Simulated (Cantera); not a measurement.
Input: 1 mol Al, 220 mol NH3, 23 mol H2, held at 0.00133 bar.

Cantera equilibrium calculation (NASA polynomials, part measured and part estimated; ideal gas, pure solids and liquids). Candidate condensed phases: Al, AlN; 13 gas species. Kinetics and transport are ignored.

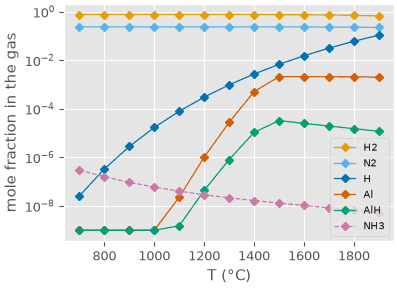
Figure: Equilibrium gas composition (values under 1e-9 drawn at 1e-9)

From 700 °C to 1400 °C the condensed part is AlN(s). From 1500 °C to 1900 °C nothing is condensed.
